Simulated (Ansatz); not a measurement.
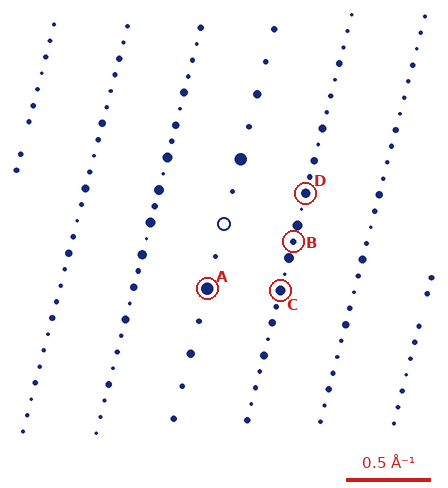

Kinematic zone-axis pattern, calculated for 200 keV electrons with B = 0.3 Å². The zone axis points towards the electron source and the pattern is seen from the source side.

The sample is I, space group Cmce (No. 64), a = 8.669 Å, b = 4.680 Å, c = 9.981 Å. Structure: coordinates from a relaxation at fixed volume with Ansatz 0.2.0, DFT HSE06, scalar-relativistic, plane waves, PAW.

Spot A is indexed 0 0 -4 and spot B 0 2 0.

What are the indices of the remaining marked spots?

Answer. C = (3/4)A + B = 0 2 -3 (d = 1.914 Å). D = −(3/4)A + B = 0 2 3 (d = 1.914 Å).

Find the zone axis.

Answer. The cross product of A and B is parallel to [100]; every spot obeys hu + kv + lw = 0.

What are the spacings of A and B and the angle between them?

Answer. d(A) = 2.495 Å, d(B) = 2.340 Å, and the angle is 90.0°.
